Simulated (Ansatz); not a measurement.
# LiZnF3 in R-3c, a phase reached by a soft mode: a soft mode frozen in, part 3 of 3

Wanted: the energy along a soft mode of LiZnF3 in R-3c, a phase reached by a soft mode and the structure at the end.

Ansatz 0.2.0; DFT PBEsol, scalar-relativistic, plane waves, PAW; PAW set soft_1.

So far. Step 5 (Energy along the mode, all amplitudes (two of the runs …): The lowest of the steps tried is the last one, at 0.6 Å, 15.2 meV/atom below the parent; the bottom of the well need not coincide with a step. Step 7 (The new phase in its own primitive cell): The largest force component left is 0.64 meV/Å and the pressure is 0.002 GPa, within the tolerances set. The cell now holds 10.30 Å³/atom.

The structure was built from a prototype and need not be the compound's stable phase.

## Step 8: Modes of the new phase

A relaxed structure may still be a saddle point, so its zone-centre modes are computed. The response to a homogeneous field gives the Born charges and the dielectric tensor.

The input, input.yaml:

```yaml
crystal:
  lattice:
    - [2.5422815565, 1.467786941, 4.6007918566]
    - [-2.5422815565, 1.467786941, 4.6007918566]
    - [0.0, -2.935573882, 4.6007918566]
  atoms:
    - { symbol: Li, position: [0.2014266177, 0.2014266177, 0.2014266177] }
    - { symbol: Li, position: [0.7014266177, 0.7014266177, 0.7014266177] }
    - { symbol: Zn, position: [0.4941857797, 0.4941857797, 0.4941857797] }
    - { symbol: Zn, position: [0.9941857797, 0.9941857797, 0.9941857797] }
    - { symbol: F, position: [0.4019204343, 0.0933064666, 0.7866218941] }
    - { symbol: F, position: [0.5933064666, 0.9019204343, 0.2866218941] }
    - { symbol: F, position: [0.0933064666, 0.7866218941, 0.4019204343] }
    - { symbol: F, position: [0.9019204343, 0.2866218941, 0.5933064666] }
    - { symbol: F, position: [0.7866218941, 0.4019204343, 0.0933064666] }
    - { symbol: F, position: [0.2866218941, 0.5933064666, 0.9019204343] }
kpoints:
  mp_grid: { grid: [6, 6, 6] }
hamiltonian:
  xc: pbesol
  pseudopotentials: { kind: paw, azcp: { folder: soft_1 }, xc_functional: pbe }
scf:
  occupations: { method: fixed }
output:
  eigenvalues: true
phonons:
  method: dfpt
  dielectric: true
  rigid_motions: translations
```

The run is started by

```bash
$ ansatz run input.yaml --threads 4 --pin off --max-ram 16384MiB --backend cpu --events-out ev --progress --plain --runs-dir out
```

Numbers of over 12 decimals in the logs are rounded to 6 here.

Log:

```text
[...]
Crystal: 10 atoms, lattice volume = 103.008 Å³
Basis set: ecut = 420 eV, 2049 PW (Γ), exchange–correlation on 80×80×80 points (8 copies of the dense FFT grid, shifted against one another)
Bands: 46, of which v1, the nominal top of the filled ones, is band 36 counted from 1 (35 counted from 0)
Symmetry: 6 space group operations
k-points: 112 of 216 (irreducible under 1 space group operation, time reversal used)
[...]
SCF iter   1: F=—  HF=-11788.654269 eV  |F-HF|=—  |Δ(HF+E_count)|=         —  Δρ=2.00e-1  dr2=2.48e1  ethr=3.10e-3  ⟨swp⟩=4.5  Hψ=21118  notcnv=0  defer=896
[...]
SCF iter  12: F=-11779.273588 eV  HF=-11779.273588 eV  |F-HF|=1.82e-12  |Δ(HF+E_count)|=  1.73e-10  Δρ=1.03e-7  dr2=1.01e-11  ethr=1.00e-12  ⟨swp⟩=13.7  Hψ=35292  notcnv=0
SCF 1 converged in 12 iterations: F = -11779.273588 eV  dr2 = 1.01e-11
[...]
NSCF: frozen V_eff on 6 k-points
[...]
SCF converged after 12 iterations
Free energy (F): -11779.273588 eV
[...]
Internal energy: -11779.273588 eV  (E = F + TS)
E sigma→0 (E₀):  -11779.273588 eV
Fermi energy:    2.926869 eV
[...]
--- Band table (eV; the first three rows and the last of 112) ---
  k-point 0: bands = [... 32 lower, 2.0524, 2.0524, 2.9269, 2.9269, 7.2655, 11.9512, 13.6233, 14.8214, ... 6 higher]
  k-point 1: bands = [... 32 lower, 2.0448, 2.1164, 2.8381, 2.8420, 7.6729, 11.8599, 13.3948, 14.2114, ... 6 higher]
  k-point 2: bands = [... 32 lower, 2.0809, 2.2487, 2.5863, 2.6487, 8.6650, 11.0787, 13.6623, 13.6698, ... 6 higher]
  k-point 111: bands = [... 32 lower, 2.3530, 2.3530, 2.3530, 2.3530, 9.6301, 9.6301, 14.0990, 14.0990, ... 6 higher]
[...]
ASR residual: 4.697e-5 → 0.000e0 eV/Å²; symmetrization residual: 1.167e-4 eV/Å²
[...]
ε∞ (high-frequency dielectric tensor):
        2.414441     0.000000    -0.000000
        0.000000     2.414441    -0.000000
        0.000000    -0.000000     2.414574
  ε⁰ (static dielectric tensor: ions relaxed, cell fixed):
        8.068545    -0.000000     0.000000
       -0.000000     8.068545    -0.000000
        0.000000    -0.000000    11.115428
  ε⁰ − ε∞ (ionic part):
        5.654103    -0.000000     0.000000
       -0.000000     5.654103    -0.000000
        0.000000    -0.000000     8.700854
[...]
Born effective charges Z* (e; rows j = field, columns β = displacement):
    site 0:
         1.09615   -0.03975    0.00000
         0.03975    1.09615   -0.00000
        -0.00000   -0.00000    1.05070
    site 1:
         1.09615    0.03975   -0.00000
        -0.03975    1.09615   -0.00000
         0.00000   -0.00000    1.05070
    site 2:
         2.25073    0.14607   -0.00000
        -0.14607    2.25073   -0.00000
         0.00000   -0.00000    2.26688
    site 3:
         2.25073   -0.14607    0.00000
         0.14607    2.25073   -0.00000
        -0.00000   -0.00000    2.26688
    site 4:
        -0.97316    0.00722    0.06212
         0.00004   -1.25809   -0.31323
         0.08422   -0.33158   -1.10586
    site 5:
        -0.97316   -0.00722   -0.06212
        -0.00004   -1.25809   -0.31323
        -0.08422   -0.33158   -1.10586
    site 6:
        -1.19000    0.12515   -0.30232
         0.11798   -1.04125    0.10282
        -0.32926    0.09285   -1.10586
    site 7:
        -1.18371    0.12161   -0.24021
         0.12878   -1.04754    0.21041
        -0.24504    0.23872   -1.10586
    site 8:
        -1.18371   -0.12161    0.24021
        -0.12878   -1.04754    0.21041
         0.24504    0.23872   -1.10586
    site 9:
        -1.19000   -0.12515    0.30232
        -0.11798   -1.04125    0.10282
         0.32926    0.09285   -1.10586
  Z* charge neutrality: 2.523e-5 e pre-enforcement
[...]
optical modes at Γ without the LO–TO term, one row a degenerate level:
      ω (cm⁻¹)  modes    IR ((D/Å)²/amu)
        145.14      2             2.7778
[...]
optical modes at Γ + LO–TO along q̂ = [1.0000, 0.0000, 0.0000]:
      ω (cm⁻¹)  modes    IR ((D/Å)²/amu)
[...]
optical modes at Γ + LO–TO along q̂ = [0.0000, 1.0000, 0.0000]:
      ω (cm⁻¹)  modes    IR ((D/Å)²/amu)
[...]
optical modes at Γ + LO–TO along q̂ = [0.0000, 0.0000, 1.0000]:
      ω (cm⁻¹)  modes    IR ((D/Å)²/amu)
[...]
254.74      1             0.0000
        271.96      2             2.3467
        275.69      1             0.1680
        315.47      1             0.0000
        316.47      2             0.0226
        326.67      1             0.9510
        352.94      2            23.5469
        381.04      1             0.0000
        392.17      2             2.8876
        419.15      2             4.2045
        479.77      1             0.0000
        522.89      1            19.0819
```

Wall time 2.6 min (4 threads of Intel Xeon Platinum 8375C at 2.90GHz (Ice Lake), shared host); peak memory 2.4 GiB; 9.8 min of CPU time.

This step gave:

```
sum-rule residual before enforcement                    : 4.70e-5 eV/Å²
miss of the charge sum rule                             : 2.52e-5 e
point group                                             : 3m
highest optical mode at the zone centre (no LO-TO term) : 479.8 cm⁻¹
lowest optical zone-centre mode                         : 145.1 cm⁻¹
mean high-frequency dielectric constant                 : 2.414
largest Born charge (third of the trace)                : 2.256 e
mean static dielectric constant                         : 9.084
top of the zone-centre spectrum with the field          : 548.4 cm⁻¹
```

Without the LO-TO term. Patterns of degenerate modes are one choice out of their space. The modes at Γ (shares of kinetic energy by element, %):

| mode | frequency (cm⁻¹) | symmetry | Li % | Zn % | F % |
| --- | --- | --- | --- | --- | --- |
| 1 | 0.0 | acoustic | 5 | 51 | 44 |
| 2 | 0.0 | acoustic | 5 | 51 | 44 |
| 3 | 0.0 | acoustic | 5 | 51 | 44 |
| 4 | 145.1 | E | 5 | 5 | 90 |
| 5 | 145.1 | E | 5 | 5 | 90 |
| 6 | 153.3 | A2 | 17 | 72 | 11 |
| 7 | 167.9 | A1 | 1 | 35 | 64 |
| 8 | 170.3 | E | 1 | 28 | 71 |
| 9 | 170.3 | E | 1 | 28 | 71 |
| 10 | 181.7 | E | 2 | 54 | 44 |
| 11 | 181.7 | E | 2 | 54 | 44 |
| 12 | 229.6 | E | 0 | 21 | 79 |
| 13 | 229.6 | E | 0 | 21 | 79 |
| 14 | 254.7 | A2 | 12 | 0 | 88 |
| 15 | 263.7 | A1 | 54 | 5 | 40 |
| 16 | 272.0 | E | 4 | 14 | 82 |
| 17 | 272.0 | E | 4 | 14 | 82 |
| 18 | 293.5 | A1 | 38 | 2 | 61 |
| 19 | 315.5 | A2 | 3 | 17 | 80 |
| 20 | 316.5 | E | 12 | 15 | 72 |
| 21 | 316.5 | E | 12 | 15 | 72 |
| 22 | 352.9 | E | 76 | 2 | 22 |
| 23 | 352.9 | E | 76 | 2 | 22 |
| 24 | 381.0 | A2 | 67 | 11 | 22 |
| 25 | 381.4 | A1 | 2 | 7 | 91 |
| 26 | 392.2 | E | 90 | 3 | 7 |
| 27 | 392.2 | E | 90 | 3 | 7 |
| 28 | 419.1 | E | 3 | 8 | 89 |
| 29 | 419.1 | E | 3 | 8 | 89 |
| 30 | 479.8 | A2 | 0 | 0 | 100 |

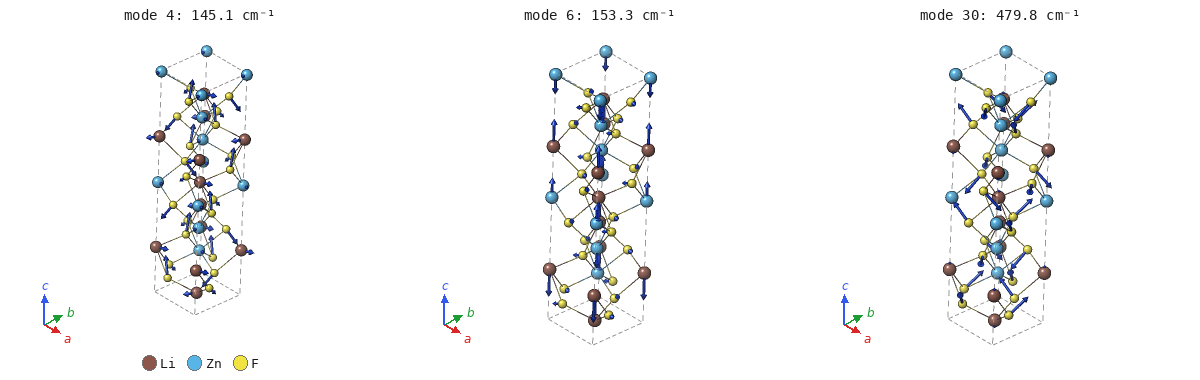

Displacement patterns of modes 4, 6 and 30 at Γ; arrows are exaggerated. Bonds to atoms that aren't drawn are left out. Some periodic images of atoms are drawn too.

Optical modes at the zone centre, without and with the macroscopic field of the longitudinal modes; each column is sorted by frequency, so a row need not hold one and the same mode. Modes with and without the field, by row:

| rank among optical modes | no field (cm⁻¹) | q along (1, 0, 0) (cm⁻¹) | q along (0, 0, 1) (cm⁻¹) |
| --- | --- | --- | --- |
| 1 | 145.1 | 145.1 | 145.1 |
| 2 | 145.1 | 153.3 | 145.1 |
| 3 | 153.3 | 154.6 | 153.3 |
| 4 | 167.9 | 167.9 | 170.3 |
| 5 | 170.3 | 170.3 | 170.3 |
| 6 | 170.3 | 171.3 | 181.7 |
| 7 | 181.7 | 181.7 | 181.7 |
| 8 | 181.7 | 189.5 | 225.8 |
| 9 | 229.6 | 229.6 | 229.6 |
| 10 | 229.6 | 243.5 | 229.6 |
| 11 | 254.7 | 254.7 | 254.7 |
| 12 | 263.7 | 263.7 | 272 |
| 13 | 272 | 272 | 272 |
| 14 | 272 | 279.6 | 275.7 |
| 15 | 293.5 | 293.5 | 315.5 |
| 16 | 315.5 | 315.5 | 316.5 |
| 17 | 316.5 | 316.5 | 316.5 |
| 18 | 316.5 | 316.5 | 326.7 |
| 19 | 352.9 | 352.9 | 352.9 |
| 20 | 352.9 | 381 | 352.9 |
| 21 | 381 | 381.4 | 381 |
| 22 | 381.4 | 386.6 | 392.2 |
| 23 | 392.2 | 392.2 | 392.2 |
| 24 | 392.2 | 410.6 | 419.1 |
| 25 | 419.1 | 419.1 | 419.1 |
| 26 | 419.1 | 479.8 | 479.8 |
| 27 | 479.8 | 548.4 | 522.9 |

Born charge (rows field, columns displacement) (e), principal values of the symmetric part by kind of site:

| atom | atoms with these values | low | middle | high | mean |
| --- | --- | --- | --- | --- | --- |
| Li1 | 2 | 1.05 | 1.10 | 1.10 | 1.08 |
| Zn3 | 2 | 2.25 | 2.25 | 2.27 | 2.26 |
| F5 | 6 | -1.52 | -0.99 | -0.83 | -1.11 |

In full for Li1:

```
 1.10 -0.04  0.00
 0.04  1.10  0.00
 0.00  0.00  1.05
```

High-frequency dielectric tensor:

```
2.41 0.00 0.00
0.00 2.41 0.00
0.00 0.00 2.41
```

Static dielectric tensor (ions relaxed, fixed cell):

```
 8.07  0.00  0.00
 0.00  8.07  0.00
 0.00  0.00 11.12
```

Transverse modes. Infrared lines, with heights relative to the strongest:

| position (cm⁻¹) | lines merged | relative intensity |
| --- | --- | --- |
| 145 | 1 | 12 |
| 153 | 1 | 0.0 |
| 168 | 1 | 37 |
| 170 | 1 | 1.3 |
| 182 | 1 | 7.9 |
| 230 | 1 | 19 |
| 255 | 1 | 0.0 |
| 264 | 1 | 8.6 |
| 272 | 1 | 10 |
| 294 | 1 | 12 |
| 316 | 2 | 0.1 |
| 353 | 1 | 100 |
| 381 | 2 | 31 |
| 392 | 1 | 12 |
| 419 | 1 | 18 |
| 480 | 1 | 0.0 |

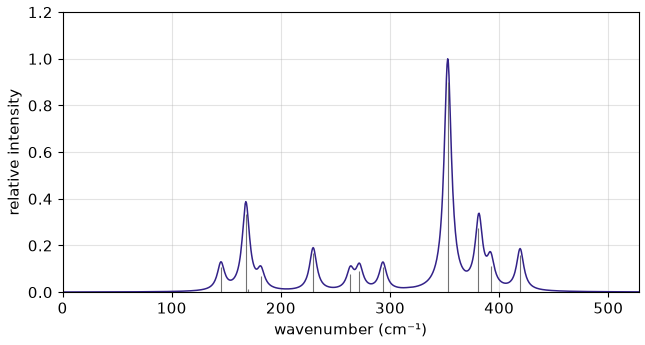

The infrared spectrum, broadened with Lorentzians of width 8 cm⁻¹; bars mark the lines.

Before it was imposed, the acoustic sum rule was missed by 4.7e-5 eV/Å² and the charge sum rule by 2.5e-5 e. Small misses are needed for a sound result but don't prove that mesh and cutoff are converged. The lowest optical mode is real, 145 cm⁻¹.

## Step 9: The phases reached

The phases reached along the modes that were followed are set side by side.

Energies are those of the first relaxation, on the mesh of the frozen mode; space group, volume and gap are those of the last relaxation. Phases, by row:

| mode frozen in | space group | energy from parent (meV/atom) | volume (Å³/atom) | gap on mesh (eV) | lowest zone-centre optical mode (cm⁻¹) | largest shift (Å) |
| --- | --- | --- | --- | --- | --- | --- |
| parent | R-3c | 0 | 10.74 | 4.159 | – | – |
| q = (0, 0, 0), 154i cm⁻¹ | R3c | -22.93 | 10.3 | 4.339 | 145.1 | 0.608 |

## Step 10: Summary of results

```json
{
 "unstable mode of the parent": "q = (0, 0, 0), 154i cm⁻¹",
 "depth at the lowest point sampled": "15.2 meV/atom",
 "largest atomic shift at that point": "0.6 Å",
 "space group reached (within 0.01 Å)": "R3c",
 "energy gained over the parent (first relaxation, on the mesh of the frozen mode)": "22.9 meV/atom",
 "volume per atom, phase reached": "10.3 Å³",
 "gap on the k-mesh, phase reached": "4.34 eV",
 "lowest optical zone-centre mode, phase reached": "145 cm⁻¹",
 "highest optical mode at the zone centre (no LO-TO term), phase reached": "480 cm⁻¹"
}
```

**Reading.** Along this mode the structure falls into R3c, 22.9 meV/atom below the parent. At the parent's cell the well is 15.23 meV/atom deep on the steps tried, with its lowest point at a shift of 0.6 Å. That is the last step tried, so the steps alone don't bracket the bottom of the well. Relaxing atoms and cell changes the gain by +7.69 meV/atom against the lowest step (energies at zero smearing). The new phase has no imaginary mode at the zone centre of its cell; other wavevectors were not checked. Each path keeps the symmetry of its pattern, so a lower phase may lie along a pattern not tried. The PAW files were made for PBE and serve the other functionals too. The starting cell was built on a prototype and not taken from a measurement, so the phase need not exist.

[Logs are printed without paths, hosts, clocks, repeated set-up lines and the standing remarks that a program may print on its own settings, such as how far it seeks lower states.]

[Hosts, paths, dates, database ids (printed as entryN), source tags and the programs' standing remarks are cut or masked in the printed files.]
